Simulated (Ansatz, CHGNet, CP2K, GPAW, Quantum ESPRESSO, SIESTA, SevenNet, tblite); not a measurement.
## Quantum ESPRESSO on random cubic perovskite-type alloy of BaTiO3 and PbTiO3 (40 atoms): settings against a plane-wave reference

Wanted: Quantum ESPRESSO inputs and outputs for random cubic perovskite-type alloy of BaTiO3 and PbTiO3 (40 atoms), checked against a plane-wave reference.

Method: the method is named at each step, in Quantum ESPRESSO 7.5.

## Step 1: Starting point

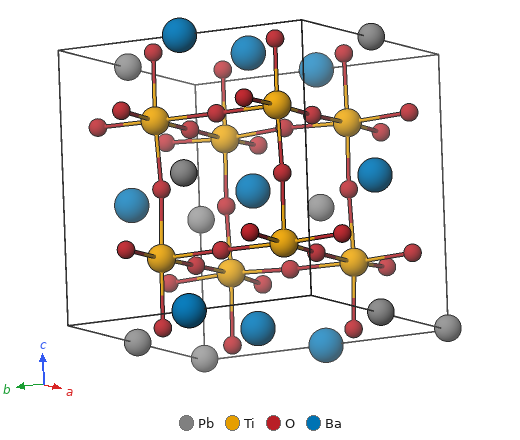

The cell as given, from a free direction (lead grey, titanium orange, oxygen red, barium blue). Some periodic images of atoms are drawn too.

The yardstick, on the same geometry:

```
method                                           : Kohn-Sham DFT, PBE, PAW, plane waves (Ansatz 0.2.0); cutoff 420 eV, Γ point, fermi-dirac smearing of 0.05 eV; PAW set soft_2
r.m.s. force component                           : 0.5212 eV/Å
longest force                                    : 2.229 eV/Å
pressure                                         : 3.394 GPa
gap (highest filled to lowest empty level) : 1.42 eV
SCF cycles                                       : 8
time                                             : 2.6 s on 8 threads of Arm Neoverse V2, shared host
CPU time                                         : 13 s
```

## Step 2: PBE, sssp-1.3.0-efficiency, 60/480 Ry

Method: Kohn-Sham DFT, PBE, SSSP efficiency 1.3.0 pseudopotentials, plane waves.

The input, pw.in:

```
&control
  calculation = 'scf'
  pseudo_dir = './pseudo'
  outdir = './tmp'
  disk_io = 'none'
  tprnfor = .true.
  tstress = .true.
/
&system
  ibrav = 0
  nat = 40
  ntyp = 4
  ecutwfc = 60
  ecutrho = 480
  nosym = .true.
  occupations = 'smearing'
  smearing = 'fd'
  degauss = 0.003675
/
&electrons
  conv_thr = 2.0e-07
  electron_maxstep = 100
  mixing_beta = 0.4
  mixing_mode = 'plain'
  diagonalization = 'david'
/
ATOMIC_SPECIES
Pb 207.200 Pb.upf
Ti 47.867 Ti.upf
O 15.999 O.upf
Ba 137.327 Ba.upf
CELL_PARAMETERS angstrom
7.97000 0.00000 0.00000
0.00000 7.97000 0.00000
0.00000 0.00000 7.97000
ATOMIC_POSITIONS crystal
Pb 0.99432 0.99781 0.00549
Ti 0.26314 0.24990 0.25064
O 0.25613 0.25370 0.99204
O 0.00210 0.24291 0.25572
O 0.25448 0.00539 0.25688
Pb 0.99299 0.99169 0.50889
Ti 0.24573 0.24891 0.74954
O 0.25321 0.24156 0.50303
O 0.99630 0.24468 0.74413
O 0.25259 0.98917 0.75009
Ba 0.00045 0.50223 0.99963
Ti 0.24658 0.74452 0.24683
O 0.25182 0.75171 0.99592
O 0.99625 0.74958 0.24756
O 0.25367 0.50309 0.25076
Pb 0.99603 0.50200 0.49913
Ti 0.23788 0.74598 0.74545
O 0.25870 0.74152 0.49872
O 0.99511 0.74786 0.75195
O 0.23996 0.49517 0.74551
Pb 0.50126 0.99574 0.00168
Ti 0.76004 0.24196 0.24193
O 0.75933 0.25326 0.00116
O 0.49538 0.24786 0.24453
O 0.75447 0.99842 0.24873
Ba 0.50240 0.00079 0.49992
Ti 0.75547 0.24707 0.74861
O 0.74985 0.24775 0.50664
O 0.49162 0.24321 0.74306
O 0.76037 0.99538 0.75922
Ba 0.49584 0.49812 0.99670
Ti 0.74933 0.74068 0.25637
O 0.75444 0.74860 0.99630
O 0.50128 0.74619 0.25313
O 0.74722 0.49717 0.24334
Ba 0.49596 0.49904 0.49611
Ti 0.74876 0.74597 0.74409
O 0.75772 0.75586 0.50193
O 0.49706 0.74862 0.74667
O 0.74422 0.49884 0.75612
K_POINTS gamma
```

The run is started by

```bash
> OMP_NUM_THREADS=1 mpirun -np 2 pw.x -in pw.in > output.txt
```

Output:

```text
Program PWSCF
     gamma-point specific algorithms are used
     Parallelization info
     sticks:   dense  smooth     PW     G-vecs:    dense   smooth      PW
     Min        4341    2170    541               303713   107318   13429
     Max        4344    2171    544               303716   107321   13436
     Sum        8685    4341   1085               607429   214639   26865
     bravais-lattice index     =            0
     lattice parameter (alat)  =      15.0611  a.u.
     unit-cell volume          =    3416.4224 (a.u.)^3
     number of atoms/cell      =           40
     number of atomic types    =            4
     number of electrons       =       336.00
     number of Kohn-Sham states=          202
     kinetic-energy cutoff     =      60.0000  Ry
     charge density cutoff     =     480.0000  Ry
     scf convergence threshold =      2.0E-07
     mixing beta               =       0.4000
     number of iterations used =            8  plain     mixing
     Exchange-correlation= SLA  PW   PBX  PBC
                           (   1   4   3   4   0   0   0)
     crystal axes: (cart. coord. in units of alat)
               a(1) = (   1.000000   0.000000   0.000000 )
               a(2) = (   0.000000   1.000000   0.000000 )
               a(3) = (   0.000000   0.000000   1.000000 )
     reciprocal axes: (cart. coord. in units 2 pi/alat)
               b(1) = (  1.000000  0.000000  0.000000 )
               b(2) = (  0.000000  1.000000  0.000000 )
               b(3) = (  0.000000  0.000000  1.000000 )
     PseudoPot. # 1 for Pb:
     Pseudo is Projector augmented-wave + core cor, Zval = 14.0
     PseudoPot. # 2 for Ti:
     Pseudo is Ultrasoft + core correction, Zval = 12.0
     PseudoPot. # 3 for O :
     Pseudo is Projector augmented-wave + core cor, Zval =  6.0
     PseudoPot. # 4 for Ba:
     Pseudo is Projector augmented-wave + core cor, Zval = 10.0
     atomic species   valence    mass     pseudopotential
     Pb               14.00   207.20000     Pb( 1.00)
     Ti               12.00    47.86700     Ti( 1.00)
     O                 6.00    15.99900     O ( 1.00)
     Ba               10.00   137.32700     Ba( 1.00)
     No symmetry found
   Cartesian axes
     number of k points=     1  Fermi-Dirac smearing, width (Ry)=  0.0037
                       cart. coord. in units 2pi/alat
        k(    1) = (   0.0000000   0.0000000   0.0000000), wk =   2.0000000
     Dense  grid:   303715 G-vectors     FFT dimensions: ( 108, 108, 108)
     Smooth grid:   107320 G-vectors     FFT dimensions: (  75,  75,  75)
     Check: negative core charge=   -0.000004
     Initial potential from superposition of free atoms
     starting charge     327.9222, renormalised to     336.0000
     negative rho (up, down):  1.094E-02 0.000E+00
     Starting wfcs are  232 randomized atomic wfcs
     Self-consistent Calculation
     iteration #  1     ecut=    60.00 Ry     beta= 0.40
     negative rho (up, down):  1.042E-01 0.000E+00
     total energy              =   -7182.19395357 Ry
     estimated scf accuracy    <       9.83190559 Ry
     iteration #  2     ecut=    60.00 Ry     beta= 0.40
     negative rho (up, down):  1.327E-01 0.000E+00
     total energy              =   -7180.21537980 Ry
     estimated scf accuracy    <      25.45660521 Ry
     iteration #  3     ecut=    60.00 Ry     beta= 0.40
     negative rho (up, down):  2.134E-01 0.000E+00
     total energy              =   -7184.97715488 Ry
     estimated scf accuracy    <       1.68582999 Ry
     iteration #  4     ecut=    60.00 Ry     beta= 0.40
     negative rho (up, down):  2.146E-01 0.000E+00
     total energy              =   -7184.94213323 Ry
     estimated scf accuracy    <       0.69699962 Ry
     iteration #  5     ecut=    60.00 Ry     beta= 0.40
     negative rho (up, down):  1.600E-01 0.000E+00
     total energy              =   -7184.94309818 Ry
     estimated scf accuracy    <       0.26743369 Ry
     iteration #  6     ecut=    60.00 Ry     beta= 0.40
[...]
total energy              =   -7184.95781329 Ry
     estimated scf accuracy    <       0.07637068 Ry
[...]
total energy              =   -7184.97674309 Ry
[...]
iteration # 19     ecut=    60.00 Ry     beta= 0.40
[...]
total energy              =   -7184.97674321 Ry
     estimated scf accuracy    <       0.00000052 Ry
     iteration # 20     ecut=    60.00 Ry     beta= 0.40
[...]
total energy              =   -7184.97674324 Ry
     estimated scf accuracy    <       0.00000026 Ry
     iteration # 21     ecut=    60.00 Ry     beta= 0.40
     negative rho (up, down):  1.104E-02 0.000E+00
     End of self-consistent calculation
          k = 0.0000 0.0000 0.0000 ( 13433 PWs)   bands (ev):
   -46.7926 -46.7182 -46.6803 -46.5987 -46.5481 -46.4970 -46.4719 -46.4006
   -23.0259 -23.0186 -23.0053 -22.9656 -22.9560 -22.9397 -22.9360 -22.9110
   -22.8981 -22.8404 -22.8344 -22.8277 -22.8170 -22.7873 -22.7669 -22.7592
   -22.7522 -22.7322 -22.7261 -22.7036 -22.6967 -22.6425 -22.6369 -22.6308
   -14.3364 -14.2810 -14.1844 -14.0694  -6.9356  -6.7710  -6.7492  -6.6832
    -6.4366  -6.3892  -6.3310  -6.1735  -6.0763  -5.9875  -5.9329  -5.8872
[...]
13.6108  13.6320  13.6624  13.6706  13.6880  13.7145  13.7196  13.7330
    13.7438  13.8023  13.9803  14.0071  14.0516  14.0620  14.0707  14.1061
    14.1194  14.1824  14.2037  14.2274  14.2659  14.7425  14.8547  14.9474
    14.9649  15.0120
     the Fermi energy is    11.2622 ev
!    total energy              =   -7184.97674324 Ry
     estimated scf accuracy    <       0.00000006 Ry
     smearing contrib. (-TS)   =      -0.00000033 Ry
     internal energy E=F+TS    =   -7184.97674292 Ry
     The total energy is F=E-TS. E is the sum of the following terms:
     one-electron contribution =    -601.24068984 Ry
     hartree contribution      =     526.82624616 Ry
     xc contribution           =    -582.32479322 Ry
     ewald contribution        =   -1886.29101382 Ry
     one-center paw contrib.   =   -4641.94649220 Ry
     convergence has been achieved in  21 iterations
     negative rho (up, down):  1.104E-02 0.000E+00
     Forces acting on atoms (cartesian axes, Ry/au):
     atom    1 type  1   force =     0.00285749   -0.00784264   -0.00412284
     atom    2 type  2   force =    -0.00744927   -0.06864964   -0.00130953
     atom    3 type  3   force =    -0.02198453   -0.00520150    0.02591627
     atom    4 type  3   force =    -0.04580524    0.02062885   -0.00261051
     atom    5 type  3   force =    -0.00994086   -0.00689738   -0.00954938
     atom    6 type  1   force =     0.01740897    0.02211100   -0.00928059
[...]
atom   38 type  3   force =     0.00605002    0.00134825   -0.01901245
     atom   39 type  3   force =     0.03748344   -0.00499380    0.00528468
     atom   40 type  3   force =     0.00935167   -0.00392643   -0.00015124
     Total force =     0.222832     Total SCF correction =     0.000487
     Computing stress (Cartesian axis) and pressure
     negative rho (up, down):  1.104E-02 0.000E+00
          total   stress  (Ry/bohr**3)                   (kbar)     P=       34.02
   0.00022810   0.00000750  -0.00000195           33.55        1.10       -0.29
   0.00000750   0.00019821   0.00000205            1.10       29.16        0.30
  -0.00000195   0.00000205   0.00026741           -0.29        0.30       39.34
     Message from routine punch:
     Nothing written, as per user request (disk_io='none')
```

Wall time 2.6 min (2 MPI ranks of Arm Neoverse V2, shared host); peak memory 1.4 GiB; 5.2 min of CPU time.

Banners, paths, timers and routine set-up lines are dropped from the logs unmarked, and long logs keep their key lines alone; longer cuts are marked.

Against the reference:

```yaml
r_m_s_force_component: 0.523 eV/Å
r_m_s_difference_of_force_components: 8.527 meV/Å
longest_difference_of_force_vectors: 29.16 meV/Å
force_difference_over_r_m_s_force: 1.636 %
slope_of_forces_against_the_reference_s: 1.003
correlation_of_force_components: 0.9999
spacing_of_highest_filled_and_lowest_empty_level: 1.424 eV
gap_difference: 0.0036 eV
pressure: 3.402 GPa
pressure_difference: 0.0079 GPa
```

Length of the force difference by element (eV/Å):

```csv
element,atoms,mean,most
Ba,4,0.018,0.027
O,24,0.014,0.029
Pb,4,0.0087,0.015
Ti,8,0.012,0.014
```

Levels nearest the highest filled one (eV from it): -0.77, -0.60, -0.55, -0.51, -0.50, -0.24, -0.17, -0.15, -0.12, -0.07, -0.04, 0.00, 1.42, 1.44, 1.47, 1.53, 1.56, 1.58, 2.98, 3.02, 3.05, 3.08, 3.11, 3.11.

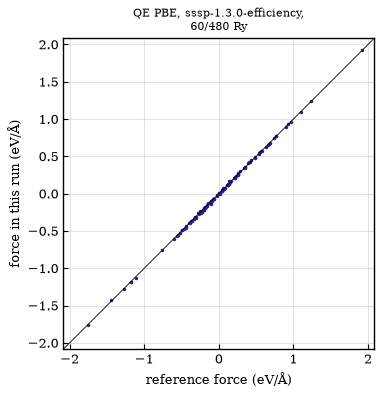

Force components against those of the reference; the line marks equality.

Local excerpt of 13 atoms (numbers count through the whole input) about Ba31, picked at random; x, y, z are measured from there.

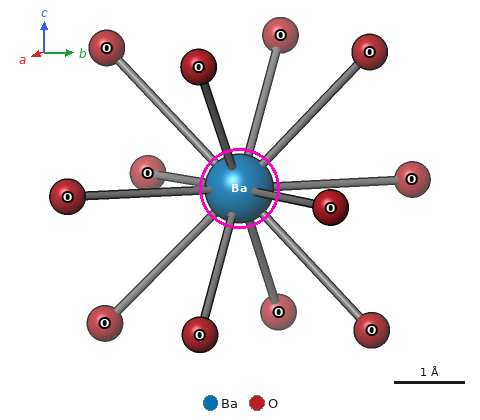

The atoms of the table, within 2.9 Å (arrows a, b, c point along x, y, z); some may hide others; the central atom is ringed.

```csv
atom,x,y,z,distance (Å),Fx,Fy,Fz (eV/Å)
Ba31,0.00,0.00,0.00,0.00,0.36,0.23,-0.34
O3,-1.91,-1.95,-0.04,2.73,-0.57,-0.13,0.67
O40,1.98,0.01,-1.92,2.76,0.24,-0.10,0.00
O15,-1.93,0.04,2.02,2.80,-0.48,0.20,0.08
O13,-1.94,2.02,-0.01,2.80,0.34,-0.24,1.10
O35,2.00,-0.01,1.97,2.81,-0.09,0.63,0.55
O24,0.00,-1.99,1.98,2.81,0.11,0.25,0.21
O39,0.01,2.00,-1.99,2.82,0.96,-0.13,0.14
O34,0.04,1.98,2.04,2.84,0.42,0.41,-0.22
O20,-2.04,-0.02,-2.00,2.86,0.06,0.12,0.04
O29,-0.03,-2.03,-2.02,2.87,0.48,-0.07,0.31
O23,2.10,-1.95,0.04,2.87,-0.53,0.06,0.68
O33,2.06,2.00,0.00,2.87,0.13,0.42,0.74
```

Forces lie 1.6 % from the reference's, at 24 times its CPU time (on 2 against 8 cores).

## Step 3: PBE+D3(BJ), sssp-1.3.0-efficiency, 60/480 Ry

Method: Kohn-Sham DFT, PBE+D3(BJ), SSSP efficiency 1.3.0 pseudopotentials, plane waves.

pw.in, as its differences from that of step 2:

```diff
@@ -18,2 +18,5 @@
   degauss = 0.003675
+  vdw_corr = 'dft-d3'
+  dftd3_version = 4
+  dftd3_threebody = .false.
 /
```

Output:

```text
[banner, memory and clock lines left out]
Program PWSCF
     gamma-point specific algorithms are used
     bravais-lattice index     =            0
     lattice parameter (alat)  =      15.0611  a.u.
     unit-cell volume          =    3416.4224 (a.u.)^3
[... lines left out ...]
     total energy              =   -7182.98067847 Ry
[... lines left out ...]
     total energy              =   -7181.00210471 Ry
[... lines left out ...]
     total energy              =   -7185.76387978 Ry
[... lines left out ...]
     total energy              =   -7185.76346811 Ry
[... lines left out ...]
     total energy              =   -7185.76346814 Ry
[... lines left out ...]
     the Fermi energy is    11.2622 ev
!    total energy              =   -7185.76346814 Ry
[... lines left out ...]
     The total energy is F=E-TS. E is the sum of the following terms:
     one-electron contribution =    -601.24068984 Ry
     hartree contribution      =     526.82624616 Ry
     xc contribution           =    -582.32479322 Ry
     ewald contribution        =   -1886.29101382 Ry
     DFT-D3 Dispersion         =      -0.78672490 Ry
     one-center paw contrib.   =   -4641.94649220 Ry
     convergence has been achieved in  21 iterations
     negative rho (up, down):  1.104E-02 0.000E+00
     Forces acting on atoms (cartesian axes, Ry/au):
     atom    1 type  1   force =     0.00292242   -0.00784188   -0.00407688
     atom    2 type  2   force =    -0.00751617   -0.06878668   -0.00124378
     atom    3 type  3   force =    -0.02202336   -0.00527362    0.02588861
[...]
atom   39 type  3   force =     0.03751012   -0.00496146    0.00530638
     atom   40 type  3   force =     0.00940977   -0.00390769   -0.00017947
     Total force =     0.223125     Total SCF correction =     0.000487
     Computing stress (Cartesian axis) and pressure
     negative rho (up, down):  1.104E-02 0.000E+00
          total   stress  (Ry/bohr**3)                   (kbar)     P=       -0.21
  -0.00000466   0.00000744  -0.00000193           -0.69        1.09       -0.28
   0.00000744  -0.00003456   0.00000206            1.09       -5.08        0.30
  -0.00000193   0.00000206   0.00003501           -0.28        0.30        5.15
     Message from routine punch:
     Nothing written, as per user request (disk_io='none')
```

Run time: 2.6 min. Hardware: 2 MPI ranks; peak memory 1.4 GiB.

Against the reference:

| Quantity | Value |
| --- | --- |
| r.m.s. force component | 0.5237 eV/Å |
| r.m.s. difference of force components | 9.686 meV/Å |
| longest difference of force vectors | 30.95 meV/Å |
| force difference over r.m.s. force | 1.859 % |
| slope of forces against the reference's | 1.005 |
| correlation of force components | 0.9998 |
| gap (highest filled to lowest empty level) | 1.424 eV |
| gap difference | 0.0036 eV |
| pressure | -0.0207 GPa |
| pressure difference | -3.414 GPa |

Against the first run (1.6 %), the force difference from the reference is 1.9 %, at 1.0 times the CPU time; the model has changed, so this is no error of the program alone.

[end of part 1 of 2]

[Also dropped from logs without a mark: logging warnings of Python, and SIESTA's first energy breakdown and zero terms.]

[Logs are printed without paths, hosts, clocks, repeated set-up lines and the standing remarks that a program may print on its own settings, such as how far it seeks lower states.]

[Hosts, paths, dates, database ids (printed as entryN), source tags and the programs' standing remarks are cut or masked in the printed files.]
